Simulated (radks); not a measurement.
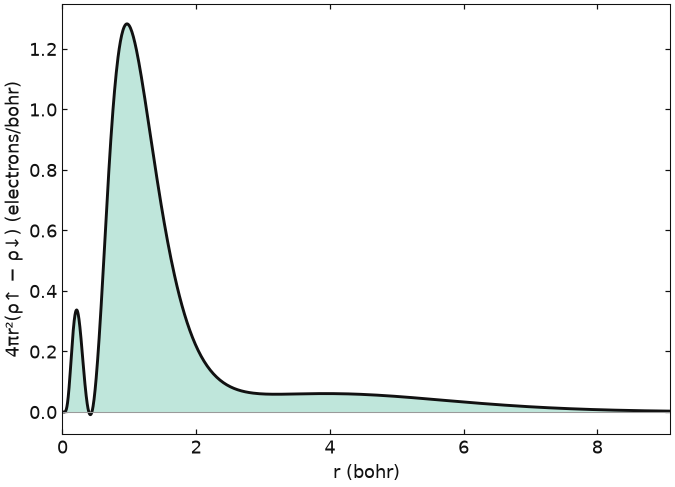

**Figure 1.** The radial spin density. The curve integrates to 1.5 unpaired electrons, held by 4d (+1.25) and 4f (+0.25). Its largest value, 1.28 electrons/bohr, lies near r = 0.96 bohr. Regions of the opposite sign are negligible.

# Atomic calculation for Cd³⁺

The cadmium ion Cd³⁺ in the configuration [Kr] 4d8.75 4f0.25 (4d: 5 up, 3.75 down, 4f: 0.25 up, 0 down). Computed at this level: scalar-relativistic Kohn-Sham, r2SCAN, spin-polarised, spherical densities, finite nucleus (the in-house radial solver radks).

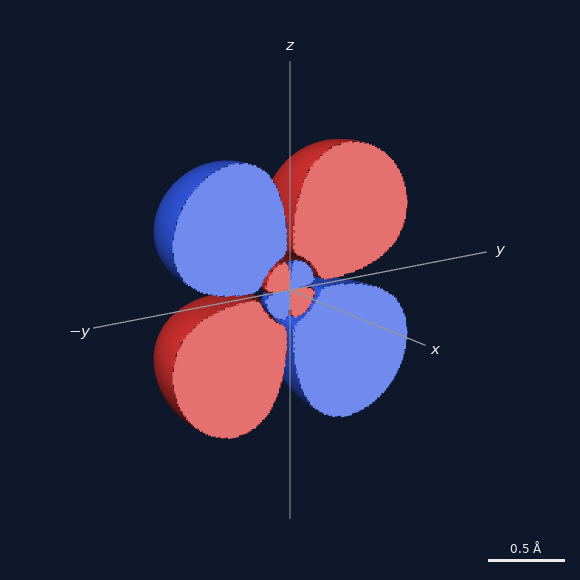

**Figure 2.** One occupied orbital of down spin is shown. The surface of constant |ψ| that holds about 90 % of the electron is drawn, red where ψ is positive and blue where it is negative, with the half in front of the yz plane cut away and the cut face painted. The radial function comes from the spherical calculation and is multiplied by a real spherical harmonic; the overall sign is chosen so that the largest lobe of P(r) is positive; at the scalar-relativistic level it is the large component. It is 4d(yz) of down spin. It has the nodal planes xy and xz and 1 radial node, at r = 0.415 bohr. The outermost maximum of P² lies at 0.964 bohr, ⟨r⟩ = 1.18 bohr, 90 % of the charge lies within 1.83 bohr, and the eigenvalue is −47.8 eV, with 3.75 electrons in the shell for this spin.

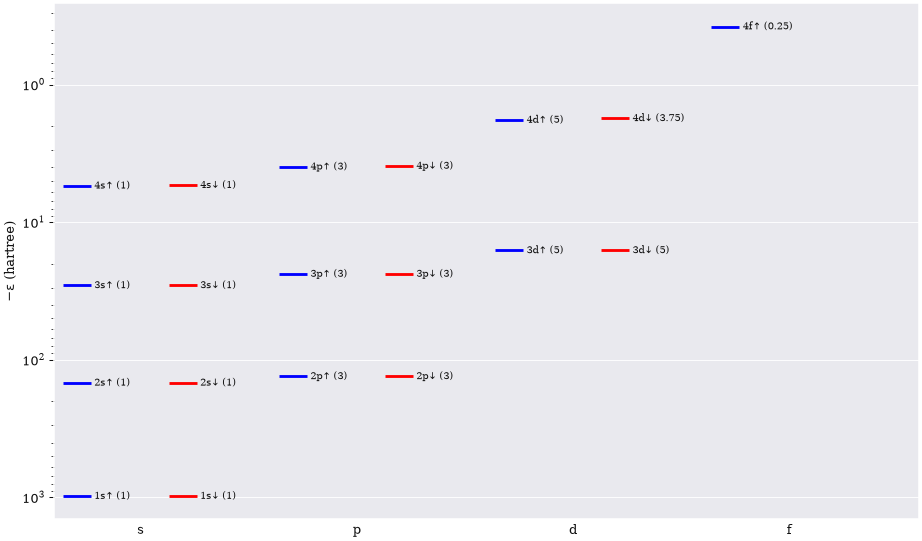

**Figure 3.** All occupied levels, on a logarithmic scale of binding energy, are drawn (occupations in brackets, up spins at the left of each column and down spins at the right). The highest occupied level is 4f up at −0.378 hartree. The highest 5 occupied levels, from the top down, are 4f up (−0.378 hartree), 4d down (−1.76 hartree), 4d up (−1.81 hartree), 4p down (−3.90 hartree), 4p up (−3.95 hartree). The largest exchange splitting (down less up) among the shells drawn in both spins is that of 4p, 0.0515 hartree.

These pictures come from the run below.

## Input file
```
Z 48
configuration [Kr] 4d8.75 4f0.25
relativity scalar-relativistic
functional r2scan,r2scan
spin polarised
nucleus finite rms 4.6087 fm
c 137.035999084
```

Energies in input and log are in hartree, lengths in bohr (the nuclear radius in fm).

## Log
```
1s      1   1.0000        -978.09145488
2s      1   1.0000        -146.97582104
2p      1   3.0000        -131.91965305
3s      1   1.0000         -28.77642405
3p      1   3.0000         -23.80010628
3d      1   5.0000         -16.03245568
4s      1   1.0000          -5.42777232
4p      1   3.0000          -3.95238673
4d      1   5.0000          -1.80655689
4f      1   0.2500          -0.37816873
1s      2   1.0000        -978.09159875
2s      2   1.0000        -146.96069496
2p      2   3.0000        -131.90845056
3s      2   1.0000         -28.77294213
3p      2   3.0000         -23.79493033
3d      2   5.0000         -16.02117044
4s      2   1.0000          -5.37771135
4p      2   3.0000          -3.90091664
4d      2   3.7500          -1.75624366
4f      2   0.0000          -0.33764336
Etot -5592.610788345521
Ekin 5819.724529222283
Encl -13458.89024349282
Eh 2200.2343356950732
Exc -153.67940977005628
err 2.6647714138851234e-06
it 12
```

## Orbitals

```tsv
orbital	occupation	energy (eV)	⟨r⟩ (bohr)	outer maximum (bohr)
1s down	1	−26615.2	0.03040	0.0197
1s up	1	−26615.2	0.03040	0.0197
2s up	1	−3999.4	0.1316	0.111
2s down	1	−3999.0	0.1316	0.111
2p up	3	−3589.7	0.1149	0.0890
2p down	3	−3589.4	0.1149	0.0890
3s up	1	−783.046	0.3574	0.323
3s down	1	−782.952	0.3575	0.323
3p up	3	−647.634	0.3565	0.317
3p down	3	−647.493	0.3565	0.317
3d up	5	−436.265	0.3346	0.266
3d down	5	−435.958	0.3346	0.266
4s up	1	−147.697	0.8777	0.796
4s down	1	−146.335	0.8772	0.795
4p up	3	−107.550	0.9521	0.845
4p down	3	−106.149	0.9520	0.844
4d up	5	−49.159	1.179	0.964
4d down	3.75	−47.790	1.184	0.964
4f up	0.25	−10.290	4.454	4.02
```

## Summary

- outcome: converged
- total energy: −5592.6108 hartree
- kinetic energy: 5819.7245 hartree
- electron–nucleus energy: −13458.8902 hartree
- Hartree energy: 2200.2343 hartree
- exchange–correlation energy: −153.679410 hartree
- radius at density 0.001 e/bohr³: 3.12 bohr
- SCF iterations: 12
- hardware: 1 CPU thread, shared host
